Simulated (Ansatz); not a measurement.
## Electronic structure of Ag···NH3 (SMILES [Ag+].N) (charge +1) in real space

The calculation's input:

```
crystal:
  periodic: [false, false, false]
  atoms:
    - {symbol: Ag, position_ang: [0.025603, 0.066775, -1.969971]}
    - {symbol: N, position_ang: [-0.016909, -0.044069, 1.301100]}
    - {symbol: H, position_ang: [-0.955894, -0.193620, 1.660021]}
    - {symbol: H, position_ang: [0.564163, -0.797001, 1.659335]}
    - {symbol: H, position_ang: [0.326354, 0.820223, 1.711044]}
basis:
  gaussian: {orbitals: "def2-TZVPPD.json"}
total_charge: 1
hamiltonian: {xc: pbe0, dispersion: d4}
output: {orbitals: {seedname: orbitals}}
```

Launched as:

```sh
ansatz run in.yaml --threads 2 --pin off --events-out ev --progress --plain --max-ram 5222MiB
```

Geometry: rigid move from PBE0-D4/def2-TZVP; core potentials replace the inner electrons of Ag.

Theory: RKS PBE0-D4/def2-TZVPPD in Ansatz.

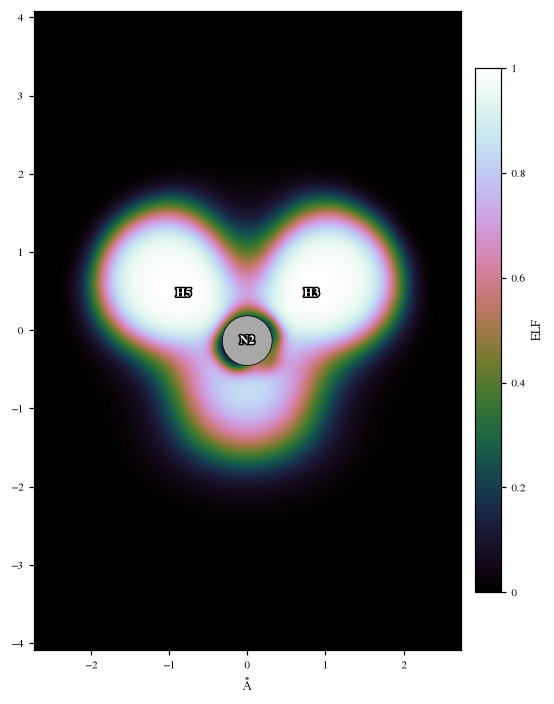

Figure 1. ELF on the plane of atoms H3, N2 and H5. Grey discs cover the atomic cores.

Q: What does the map show?

A:
- The plane passes through N and H nuclei.
- N–H (1.02 Å): the ELF climbs to about 1 towards the hydrogen, as it does in any bond to H (an ordinary covalent bond to hydrogen).

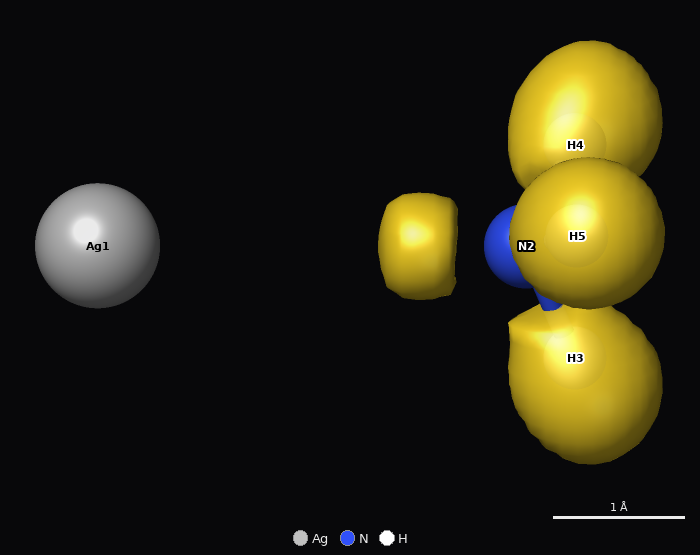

Figure 2. Isosurface of the ELF at 0.9 (yellow), seen across its widest extent. Core shells and regions of very low density are left out.

Q: What do the ELF domains correspond to?

A: At this value the surface marks out three regions around hydrogen nuclei and one lobe on N, pointing away from the bonds (lone pairs). Profiles from the grid: Ag1···N2 (3.27 Å): the ELF dips to about 0.05 between them.

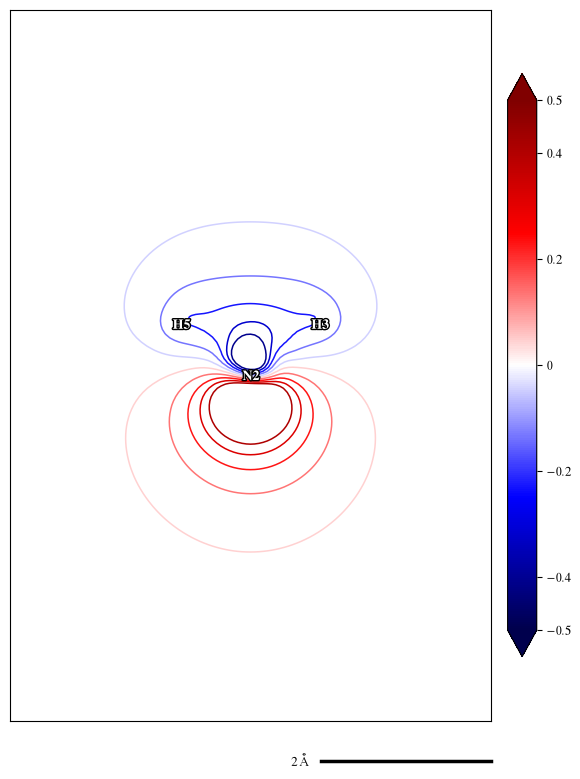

Figure 3. One frontier orbital on the plane of atoms H3, N2 and H5 (values in Å⁻³ᐟ²; the overall sign is arbitrary).

Q: Which orbital is it: HOMO or LUMO?

A: The HOMO, at −12.91 eV. It lies mainly on N2 (about 75 %) and Ag1 (about 10 %); largely a lone pair of N2.
